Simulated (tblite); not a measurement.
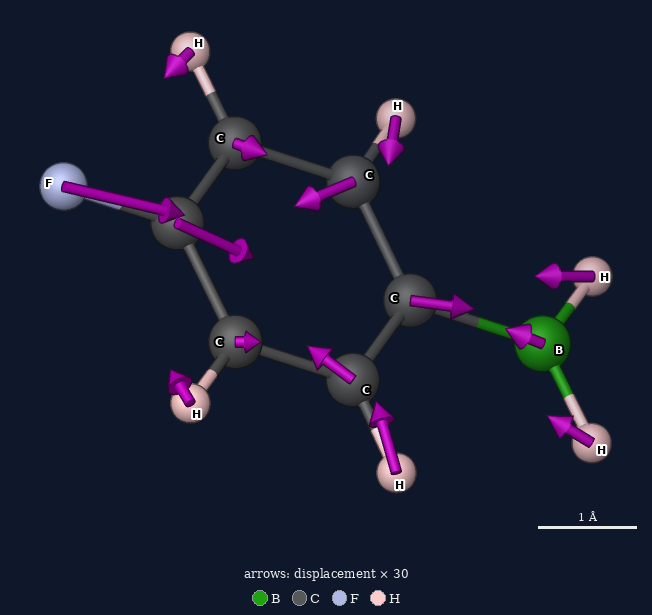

A relaxation of C$_{6}$H$_{6}$BF. The starting structure is drawn; purple arrows show the displacements, 30 times their true length. The two geometries are superimposed by the best rigid fit.

A ball-and-stick model, seen from a free direction.

Computed with GFN2-xTB geometry optimisation, gas phase in tblite. 

Question: What happened in the run?

Answer: The F atom moves most after the best rigid fit: 0.047 Å. By element the largest moves are F 0.047 Å, C 0.036 Å, H 0.027 Å, B 0.015 Å. Some distances before and after: B–C 1.582 → 1.546 Å, C–C 1.409 → 1.381 Å, C–F 1.359 → 1.348 Å, B–H 1.179 → 1.169 Å. Among the angles between lasting bonds that change: C–C–C 120.3° → 117.1°, C–C–H 121.6° → 119.0°, C–C–H 121.2° → 119.0°. After 13 geometry steps the energy has fallen by 9.62 kJ/mol.
